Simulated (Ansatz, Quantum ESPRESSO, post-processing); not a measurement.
# Work function of relaxed Mg(0001) under two functionals, part 2 of 2

Aim: the work function of the relaxed basal face of Mg, and how far the functional matters.

Quantum ESPRESSO 7.5; plane-wave DFT, PBE, GBRV ultrasoft pseudopotentials; geometry and cross-check by Ansatz 0.2.0 with PAW datasets.

So far. Step 2 (Geometry from Ansatz of (0001)):  Held were the atoms numbered 3 and 4; the forces quoted are those on the free ones.

## Step 3: Ground state of (0001), PBE

Both faces of the slab are alike, so a plain periodic cell serves and symmetry is kept.

Level of this step: plane-wave DFT, PBE, GBRV ultrasoft pseudopotentials (Quantum ESPRESSO 7.5).

File 0001.pbe.in:

```
&control
  prefix = '0001.pbe'
  outdir = './out'
  pseudo_dir = './pseudo'
  calculation = 'scf'
  tprnfor = .true.
/
&system
  ibrav = 0
  nat = 6
  ntyp = 1
  ecutwfc = 40
  ecutrho = 200
  occupations = 'smearing'
  smearing = 'mv'
  degauss = 0.02
/
&electrons
  conv_thr = 1e-07
  mixing_beta = 0.4
  electron_maxstep = 120
  mixing_mode = 'local-TF'
/
ATOMIC_SPECIES
  Mg  24.3050  mg_pbe_v1.4.uspp.F.UPF
CELL_PARAMETERS angstrom
  3.20999999997226 0.00000000000000 0.00000000000000
  1.60499999998613 2.77994154612402 0.00000000000000
  0.00000000000000 0.00000000000000 29.03260000000000
ATOMIC_POSITIONS crystal
  Mg  0.666666666667 0.666666666667 0.275960188019
  Mg  -0.000000000000 0.000000000000 0.366171765082
  Mg  0.666666666667 0.666666666667 0.455110462000
  Mg  0.000000000000 0.000000000000 0.544889538000
  Mg  0.666666666667 0.666666666667 0.633828226185
  Mg  -0.000000000000 0.000000000000 0.724039796821
K_POINTS automatic
  12 12 1 0 0 0
```

On the command line:

```console
OMP_NUM_THREADS=1 mpirun -n 2 pw.x -nk 2 -in 0001.pbe.in > 0001.pbe.out
```

What it wrote:

```text
Program PWSCF v.7.5 starts
[citation notice left out]

     Parallel version (MPI & OpenMP), running on       2 processor cores
     Number of MPI processes:                 2
     Threads/MPI process:                     1

     MPI processes distributed on     1 nodes
[...]
Current dimensions of program PWSCF are:
     Max number of different atomic species (ntypx) = 10
     Max number of k-points (npk) =  40000
     Max angular momentum in pseudopotentials (lmaxx) =  4
     Message from routine setup:
     using ibrav=0 with symmetry is DISCOURAGED, use correct ibrav instead

     K-points division:     npool     =       2
     Subspace diagonalization in iterative solution of the eigenvalue problem:
     a serial algorithm will be used

     G-vector sticks info
     --------------------
     sticks:   dense  smooth     PW     G-vecs:    dense   smooth      PW
     Sum         511     409    121                83665    59621   10529

     Using Slab Decomposition

     bravais-lattice index     =            0
     lattice parameter (alat)  =       6.0660  a.u.
     unit-cell volume          =    1748.3293 (a.u.)^3
     number of atoms/cell      =            6
     number of atomic types    =            1
     number of electrons       =        60.00
     number of Kohn-Sham states=           36
     kinetic-energy cutoff     =      40.0000  Ry
     charge density cutoff     =     200.0000  Ry
     scf convergence threshold =      1.0E-07
     mixing beta               =       0.4000
     number of iterations used =            8  local-TF  mixing
     Exchange-correlation=  SLA  PW   PBX  PBC
                           (   1   4   3   4   0   0   0)

     celldm(1)=   6.066021  celldm(2)=   0.000000  celldm(3)=   0.000000
     celldm(4)=   0.000000  celldm(5)=   0.000000  celldm(6)=   0.000000

     crystal axes: (cart. coord. in units of alat)
               a(1) = (   1.000000   0.000000   0.000000 )
               a(2) = (   0.500000   0.866025   0.000000 )
               a(3) = (   0.000000   0.000000   9.044424 )

     reciprocal axes: (cart. coord. in units 2 pi/alat)
               b(1) = (  1.000000 -0.577350  0.000000 )
               b(2) = (  0.000000  1.154701  0.000000 )
               b(3) = (  0.000000  0.000000  0.110565 )

     PseudoPot. # 1 for Mg read from file:
     ./pseudo/mg_pbe_v1.4.uspp.F.UPF
     Pseudo is Ultrasoft, Zval = 10.0
     Generated by new atomic code, or converted to UPF format
     Using radial grid of  821 points,  7 beta functions with:
                l(1) =   0
                l(2) =   0
                l(3) =   0
                l(4) =   1
                l(5) =   1
                l(6) =   2
                l(7) =   2
     Q(r) pseudized with  8 coefficients,  rinner =    1.200   1.200   1.200
                                                       1.200   1.200

     atomic species   valence    mass     pseudopotential
     Mg               10.00    24.30500     Mg( 1.00)

     12 Sym. Ops., with inversion, found ( 6 have fractional translation)

   Cartesian axes

     site n.     atom                  positions (alat units)
         1        Mg     tau(   1) = (   1.0000000   0.5773503   2.4959009  )
         2        Mg     tau(   2) = (   0.0000000   0.0000000   3.3118126  )
         3        Mg     tau(   3) = (   1.0000000   0.5773503   4.1162118  )
         4        Mg     tau(   4) = (   0.0000000   0.0000000   4.9282118  )
         5        Mg     tau(   5) = (   1.0000000   0.5773503   5.7326110  )
         6        Mg     tau(   6) = (   0.0000000   0.0000000   6.5485227  )

     number of k points=    19  Marzari-Vanderbilt smearing, width (Ry)=  0.0200
                       cart. coord. in units 2pi/alat
        k(    1) = (   0.0000000   0.0000000   0.0000000), wk =   0.0138889
        k(    2) = (   0.0000000   0.0962250   0.0000000), wk =   0.0833333
        k(    3) = (   0.0000000   0.1924501   0.0000000), wk =   0.0833333
        k(    4) = (   0.0000000   0.2886751   0.0000000), wk =   0.0833333
        k(    5) = (   0.0000000   0.3849002   0.0000000), wk =   0.0833333
        k(    6) = (   0.0000000   0.4811252   0.0000000), wk =   0.0833333
        k(    7) = (   0.0000000  -0.5773503   0.0000000), wk =   0.0416667
        k(    8) = (   0.0833333   0.1443376   0.0000000), wk =   0.0833333
        k(    9) = (   0.0833333   0.2405626   0.0000000), wk =   0.1666667
        k(   10) = (   0.0833333   0.3367877   0.0000000), wk =   0.1666667
[...]
k(   19) = (   0.3333333  -0.5773503   0.0000000), wk =   0.0277778

     Dense  grid:    83665 G-vectors     FFT dimensions: (  27,  27, 250)

     Smooth grid:    59621 G-vectors     FFT dimensions: (  27,  27, 225)

     Estimated max dynamical RAM per process >     248.49 MB

     Estimated total dynamical RAM >     476.55 MB

     Initial potential from superposition of free atoms

     starting charge      58.1986, renormalised to      60.0000

     negative rho (up, down):  7.386E-04 0.000E+00
     Starting wfcs are   30 randomized atomic wfcs +    6 random wfcs

     total cpu time spent up to now is        2.3 secs

     per-process dynamical memory:   104.8 Mb

     Self-consistent Calculation

     iteration #  1     ecut=    40.00 Ry     beta= 0.40
     Davidson diagonalization with overlap
     ethr =  1.00E-02,  avg # of iterations =  7.6

     negative rho (up, down):  8.950E-04 0.000E+00

     total cpu time spent up to now is       10.7 secs

     total energy              =    -752.14136176 Ry
     estimated scf accuracy    <       0.90906970 Ry

     iteration #  2     ecut=    40.00 Ry     beta= 0.40
[...]
negative rho (up, down):  4.628E-03 0.000E+00

[...]
total energy              =    -751.84604642 Ry
     estimated scf accuracy    <       0.46403340 Ry

     iteration #  3     ecut=    40.00 Ry     beta= 0.40
[...]
negative rho (up, down):  1.317E-02 0.000E+00

[...]
total energy              =    -751.89534637 Ry
     estimated scf accuracy    <       0.04458494 Ry

     iteration #  4     ecut=    40.00 Ry     beta= 0.40
[...]
negative rho (up, down):  1.609E-02 0.000E+00

[...]
total energy              =    -751.89660540 Ry
     estimated scf accuracy    <       0.00482701 Ry

     iteration #  5     ecut=    40.00 Ry     beta= 0.40
[...]
negative rho (up, down):  1.398E-02 0.000E+00

[...]
total energy              =    -751.89653168 Ry
     estimated scf accuracy    <       0.00164787 Ry

     iteration #  6     ecut=    40.00 Ry     beta= 0.40
[...]
negative rho (up, down):  1.034E-02 0.000E+00

[...]
total energy              =    -751.89641003 Ry
     estimated scf accuracy    <       0.00057927 Ry

     iteration #  7     ecut=    40.00 Ry     beta= 0.40
[...]
negative rho (up, down):  4.571E-03 0.000E+00

[...]
total energy              =    -751.89611666 Ry
     estimated scf accuracy    <       0.00039486 Ry

     iteration #  8     ecut=    40.00 Ry     beta= 0.40
[...]
c_bands:  1 eigenvalues not converged
[...]
negative rho (up, down):  9.390E-04 0.000E+00

[...]
total energy              =    -751.89614533 Ry
     estimated scf accuracy    <       0.00007431 Ry

     iteration #  9     ecut=    40.00 Ry     beta= 0.40
[...]
negative rho (up, down):  2.998E-04 0.000E+00

[...]
total energy              =    -751.89611064 Ry
     estimated scf accuracy    <       0.00004011 Ry

     iteration # 10     ecut=    40.00 Ry     beta= 0.40
[...]
negative rho (up, down):  5.757E-05 0.000E+00

[...]
total energy              =    -751.89611788 Ry
     estimated scf accuracy    <       0.00000233 Ry

     iteration # 11     ecut=    40.00 Ry     beta= 0.40
[...]
negative rho (up, down):  5.459E-05 0.000E+00

[...]
total energy              =    -751.89611781 Ry
     estimated scf accuracy    <       0.00000040 Ry

     iteration # 12     ecut=    40.00 Ry     beta= 0.40
[...]
negative rho (up, down):  4.898E-05 0.000E+00

[...]
End of self-consistent calculation

          k = 0.0000 0.0000 0.0000 (  7359 PWs)   bands (ev):

   -75.0281 -75.0281 -74.8004 -74.8004 -74.7933 -74.7919 -41.8197 -41.8197
   -41.7728 -41.7728 -41.7728 -41.7728 -41.5811 -41.5777 -41.5644 -41.5568
   -41.5568 -41.5567 -41.5567 -41.5525 -41.5517 -41.5517 -41.5495 -41.5495
    -5.5397  -5.1511  -4.4996  -3.6407  -2.5204  -1.1775   0.0274   1.7176
     3.1728   4.2878   4.6739   5.7767

          k = 0.0000 0.0962 0.0000 (  7437 PWs)   bands (ev):

   -75.0279 -75.0279 -74.8003 -74.8003 -74.7932 -74.7918 -41.8195 -41.8195
   -41.7743 -41.7743 -41.7732 -41.7731 -41.5807 -41.5775 -41.5647 -41.5584
   -41.5579 -41.5572 -41.5570 -41.5537 -41.5521 -41.5519 -41.5508 -41.5498
    -5.4040  -5.0158  -4.3651  -3.5072  -2.3880  -1.0455   0.1530   1.8446
     3.2992   4.4166   4.8061   5.9048

          k = 0.0000 0.1925 0.0000 (  7441 PWs)   bands (ev):

   -75.0276 -75.0276 -74.8000 -74.7999 -74.7928 -74.7916 -41.8190 -41.8190
   -41.7783 -41.7783 -41.7742 -41.7742 -41.5793 -41.5770 -41.5661 -41.5627
   -41.5609 -41.5583 -41.5581 -41.5574 -41.5543 -41.5531 -41.5523 -41.5506
    -4.9980  -4.6114  -3.9630  -3.1080  -1.9921  -0.6519   0.5299   2.2213
     3.6722   4.7974   5.2000   6.2782

          k = 0.0000 0.2887 0.0000 (  7439 PWs)   bands (ev):

   -75.0272 -75.0272 -74.7995 -74.7995 -74.7923 -74.7913 -41.8183 -41.8183
   -41.7838 -41.7838 -41.7756 -41.7755 -41.5775 -41.5765 -41.5699 -41.5683
   -41.5643 -41.5621 -41.5598 -41.5596 -41.5579 -41.5546 -41.5531 -41.5518
    -4.3257  -3.9415  -3.2969  -2.4470  -1.3376  -0.0041   1.1579   2.8200
     4.2179   5.0986   5.3454   5.4493

          k = 0.0000 0.3849 0.0000 (  7476 PWs)   bands (ev):

   -75.0268 -75.0268 -74.7990 -74.7990 -74.7918 -74.7910 -41.8176 -41.8176
   -41.7893 -41.7893 -41.7769 -41.7769 -41.5770 -41.5763 -41.5746 -41.5739
   -41.5680 -41.5660 -41.5613 -41.5611 -41.5593 -41.5560 -41.5542 -41.5530
    -3.3931  -3.0123  -2.3733  -1.5316  -0.4354   0.8635   2.0329   2.7823
     3.1836   3.8017   3.9317   4.6083

          k = 0.0000 0.4811 0.0000 (  7490 PWs)   bands (ev):

   -75.0265 -75.0264 -74.7987 -74.7987 -74.7913 -74.7908 -41.8171 -41.8171
   -41.7934 -41.7934 -41.7779 -41.7779 -41.5792 -41.5783 -41.5779 -41.5757
   -41.5697 -41.5681 -41.5625 -41.5621 -41.5594 -41.5571 -41.5553 -41.5539
    -2.2090  -1.8331  -1.2037  -0.3828   0.6049   0.8053   1.4327   1.9381
     2.2080   2.7571   3.1646   3.8351

[...]
the Fermi energy is     1.1896 ev

!    total energy              =    -751.89611780 Ry
     estimated scf accuracy    <          9.1E-09 Ry
     smearing contrib. (-TS)   =      -0.00126323 Ry
     internal energy E=F+TS    =    -751.89485458 Ry

     The total energy is F=E-TS. E is the sum of the following terms:
     one-electron contribution =   -3483.99911774 Ry
     hartree contribution      =    1719.01042869 Ry
     xc contribution           =    -101.15515664 Ry
     ewald contribution        =    1114.24899112 Ry

     convergence has been achieved in  12 iterations

     Forces acting on atoms (cartesian axes, Ry/au):

     atom    1 type  1   force =     0.00000000   -0.00000000   -0.00053311
     atom    2 type  1   force =     0.00000000    0.00000000    0.00073144
     atom    3 type  1   force =     0.00000000    0.00000000    0.00214179
     atom    4 type  1   force =     0.00000000   -0.00000000   -0.00214179
     atom    5 type  1   force =     0.00000000    0.00000000   -0.00073144
     atom    6 type  1   force =    -0.00000000    0.00000000    0.00053311

     Total force =     0.003288     Total SCF correction =     0.000119

[...]
=------------------------------------------------------------------------------=
   JOB DONE.
=------------------------------------------------------------------------------=
```

Elapsed: 86 s, on 2 MPI ranks of Arm Neoverse V1, shared host; peak memory 0.51 GiB; 2.9 min of CPU time.

This step gave:

| Item | Value |
| --- | --- |
| free energy | -10230.0678 eV |
| Fermi energy | 1.190 eV |

## Step 4: Electrostatic potential of (0001)

plot_num = 11 writes the bare and Hartree potential. It leaves out exchange and correlation, which fade slowly, so it flattens close to the surface.

File 0001.pbe.pot.in:

```
&inputpp
  prefix = '0001.pbe'
  outdir = './out'
  filplot = '0001.pbe.pot.dat'
  plot_num = 11
/
```

On the command line:

```console
OMP_NUM_THREADS=1 mpirun -n 2 pp.x -in 0001.pbe.pot.in > 0001.pbe.pot.out
```

What it wrote:

```text
[banner, memory and clock lines left out]
Program POST-PROC v.7.5 starts

          URL

     ./out/0001.pbe.save/

     IMPORTANT: XC functional enforced from input :
     Exchange-correlation= PBE
                           (   1   4   3   4   0   0   0)
     Any further DFT definition will be discarded
     Please, verify this is what you really want

     negative rho (up, down):  4.898E-05 0.000E+00

     Calling punch_plot, plot_num =  11
     Writing data to file  0001.pbe.pot.dat
     Message from routine chdens:
     namelist plot not found or invalid, exiting
```

Wall time 1 s (2 MPI ranks); peak memory 0.17 GiB; 1.9 s of CPU time.

This step gave:

- work function of the upper face: 3.711 eV
- slope of the potential above: 7.99e-4 eV/Å
- upper vacuum line continued to the top atoms, over the Fermi level: 3.707 eV
- work function of the lower face: 3.711 eV
- slope of the potential below: -4.73e-4 eV/Å
- lower vacuum line continued to the bottom atoms, over the Fermi level: 3.709 eV

The potential energy, planar mean oscillates, so the rows of the table below give means over windows of 2.61 Å about each position, cut where the curve ends. Its maxima inside the range that stand out by 2 % of the span (Å: eV): 9.3: 0.993, 12.0: 0.929, 14.5: 1.04, 17.1: 0.929, 19.7: 0.993. Its minima: 8.0: -10.9, 10.7: -10.8, 13.2: -10.9, 15.8: -10.9, 18.3: -10.8, 21.0: -10.9.

Electrostatic potential energy of an electron; zero at the Fermi level. The potential energy, planar mean by z; means over each step:

| z (Å) | potential energy, planar mean (eV) |
| --- | --- |
| 1.30 | 3.71 |
| 3.92 | 3.70 |
| 6.53 | 0.644 |
| 9.14 | -3.72 |
| 11.75 | -3.88 |
| 14.36 | -3.75 |
| 16.97 | -3.88 |
| 19.58 | -3.71 |
| 22.19 | -1.09 |
| 24.80 | 3.69 |
| 27.41 | 3.71 |

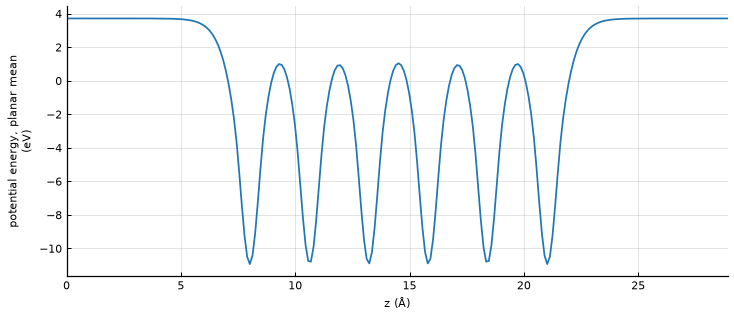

Potential energy, planar mean, plotted against z.

## Step 5: Self-consistent run of (0001), LDA

The same atoms under a second functional.

Level of this step: plane-wave DFT, LDA, GBRV ultrasoft pseudopotentials (Quantum ESPRESSO 7.5).

0001.lda.in, as its differences from the input of step 3:

```diff
@@ -1,3 +1,3 @@
 &control
-  prefix = '0001.pbe'
+  prefix = '0001.lda'
   outdir = './out'
@@ -24,3 +24,3 @@
 ATOMIC_SPECIES
-  Mg  24.3050  mg_pbe_v1.4.uspp.F.UPF
+  Mg  24.3050  mg_lda_v1.4.uspp.F.UPF
 CELL_PARAMETERS angstrom
```

On the command line:

```console
OMP_NUM_THREADS=1 mpirun -n 2 pw.x -nk 2 -in 0001.lda.in > 0001.lda.out
```

What it wrote:

```text
[banner, memory and clock lines left out]
Program PWSCF v.7.5 starts
[...]
Message from routine setup:
[...]
number of electrons       =        60.00
     number of Kohn-Sham states=           36
     kinetic-energy cutoff     =      40.0000  Ry
     charge density cutoff     =     200.0000  Ry
[...]
number of k points=    19  Marzari-Vanderbilt smearing, width (Ry)=  0.0200
[...]
Dense  grid:    83665 G-vectors     FFT dimensions: (  27,  27, 250)
[...]
negative rho (up, down):  7.502E-04 0.000E+00
     Starting wfcs are   30 randomized atomic wfcs +    6 random wfcs
[...]
negative rho (up, down):  3.157E-04 0.000E+00
[...]
estimated scf accuracy    <       0.91944354 Ry
[...]
negative rho (up, down):  1.671E-03 0.000E+00
[...]
estimated scf accuracy    <       0.46516665 Ry
[...]
negative rho (up, down):  9.289E-03 0.000E+00
[...]
estimated scf accuracy    <       0.04408130 Ry
[...]
negative rho (up, down):  1.278E-02 0.000E+00
[...]
estimated scf accuracy    <       0.00507456 Ry
[...]
negative rho (up, down):  1.092E-02 0.000E+00
[...]
estimated scf accuracy    <       0.00149972 Ry
[...]
negative rho (up, down):  8.702E-03 0.000E+00
[...]
estimated scf accuracy    <       0.00035929 Ry
[...]
negative rho (up, down):  4.074E-03 0.000E+00
[...]
estimated scf accuracy    <       0.00023947 Ry
[...]
negative rho (up, down):  1.036E-03 0.000E+00
[...]
estimated scf accuracy    <       0.00004602 Ry
[...]
negative rho (up, down):  1.933E-04 0.000E+00
[...]
estimated scf accuracy    <       0.00002516 Ry
[...]
negative rho (up, down):  7.128E-05 0.000E+00
[...]
estimated scf accuracy    <       0.00000085 Ry
[...]
negative rho (up, down):  4.974E-05 0.000E+00
[...]
the Fermi energy is     1.0341 ev
!    total energy              =    -750.31300710 Ry
     estimated scf accuracy    <       0.00000004 Ry
     smearing contrib. (-TS)   =      -0.00144526 Ry
     internal energy E=F+TS    =    -750.31156185 Ry
[...]
one-electron contribution =   -3484.39148435 Ry
     hartree contribution      =    1718.07714119 Ry
     xc contribution           =     -98.24620981 Ry
     ewald contribution        =    1114.24899112 Ry
     convergence has been achieved in  11 iterations
[...]
Total force =     0.006344     Total SCF correction =     0.000596
[...]
```

Elapsed: 81 s, on 2 MPI ranks; peak memory 0.45 GiB.

This step gave:

```
free energy  : -10208.5285 eV
Fermi energy : 1.034 eV
```

## Step 6: Electrostatic potential of (0001)

File 0001.lda.pot.in:

```
&inputpp
  prefix = '0001.lda'
  outdir = './out'
  filplot = '0001.lda.pot.dat'
  plot_num = 11
/
```

On the command line:

```console
OMP_NUM_THREADS=1 mpirun -n 2 pp.x -in 0001.lda.pot.in > 0001.lda.pot.out
```

The job ended after 0.96 s (2 MPI ranks; peak memory 0.17 GiB).

Numbers from this step:

| Item | Value |
| --- | --- |
| work function of the upper face | 3.840 eV |
| slope of the potential above | 7.39e-4 eV/Å |
| upper vacuum line continued to the top atoms, over the Fermi level | 3.836 eV |
| work function of the lower face | 3.840 eV |
| slope of the potential below | -4.45e-4 eV/Å |
| lower vacuum line continued to the bottom atoms, over the Fermi level | 3.838 eV |

On (0001) the work function under LDA lies +0.13 eV from PBE's.

## Step 7: The series side by side

All levels:

```csv
level,work function (eV),"Ansatz, PBE (eV)",CPU time (s)
"(0001), PBE",3.711,3.714,172
"(0001), LDA",3.84,-,161.5
```

## Step 8: A check by hand

For (0001) under PBE, on the run's own zero: φ = 4.901 − (1.190) = 3.711 eV.

## Step 9: What came out

* work function of (0001), PBE: 3.71 eV
* work function of (0001), LDA: 3.84 eV

What this shows: Under PBE the work function is 3.71 eV on (0001). LDA lies +0.13 eV from PBE on the same atoms. The top two spacings change by +0.5 and -0.9 % on (0001). Ansatz, with Fermi-Dirac smearing and its own datasets, agrees within 0.00 eV under PBE. The slabs are thin and unreconstructed, at the tabulated lattice constant; thickness and mesh leave some 0.05 to 0.1 eV open.

Calculation against experiment:

| quantity | measured | (0001), PBE |
| --- | --- | --- |
| work function, loosely compared (polycrystalline sample, no single face) (eV) | 3.66 | 3.71 (+0.05 eV) |

Measured values from arxiv:1902.07811 (2019).

**Verdict.** The work function, set beside that of the polycrystal, is off by +0.05 eV. A polycrystal averages over faces, so this is a loose comparison.

[Logs are printed without paths, hosts, clocks, repeated set-up lines and the standing remarks that a program may print on its own settings, such as how far it seeks lower states.]

[Hosts, paths, dates, database ids (printed as entryN), source tags and the programs' standing remarks are cut or masked in the printed files.]

[Maps of the electrostatic potential energy from Ansatz leave out the sawtooth potential of an applied field or a dipole correction, so their vacuum need not be flat; planar profiles and work functions include it.]
